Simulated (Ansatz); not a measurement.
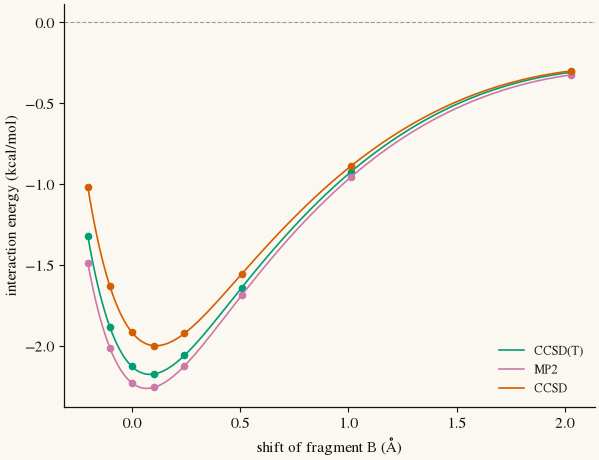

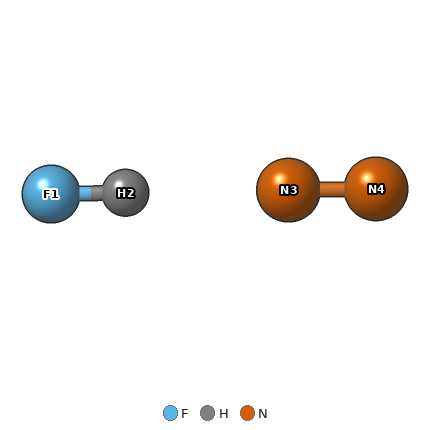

Interaction curve of the pair FH (A) and N₂ (B), SMILES F.N#N, from the arrangement drawn (closest contact, H···H pairs aside, H2···N3 2.03 Å; others can bind more strongly), without the energy that it costs to deform the partners. The Ansatz code, def2-TZVPPD, cores frozen in correlated methods. Fragment B of a pair is moved rigidly from the minimum (PBE0-D4/def2-TZVP) along the line between the fragments' mean atom positions; interaction energies with counterpoise. Splines pass through the computed points, which are marked.

Q: Which curve follows CCSD(T) best, and which worst?

A: Best MP2, worst CCSD; largest departures, offsets in depth included: MP2 0.17, CCSD 0.30 kcal/mol. CCSD(T) is in the same finite basis, not at its limit.

Q: Order the curves at −0.20 Å, where they differ most.

A: MP2 −1.49, CCSD(T) −1.32, CCSD −1.02 kcal/mol, from lowest to highest.

Q: Give the values at the computed points.

A: In kcal/mol:
```csv
shift of fragment B (Å),CCSD(T),MP2,CCSD
−0.20,−1.32,−1.49,−1.02
−0.10,−1.88,−2.01,−1.63
0.00,−2.13,−2.23,−1.92
0.10,−2.17,−2.26,−2.00
0.24,−2.06,−2.12,−1.92
0.51,−1.64,−1.69,−1.56
1.01,−0.92,−0.95,−0.89
2.03,−0.31,−0.32,−0.30
```
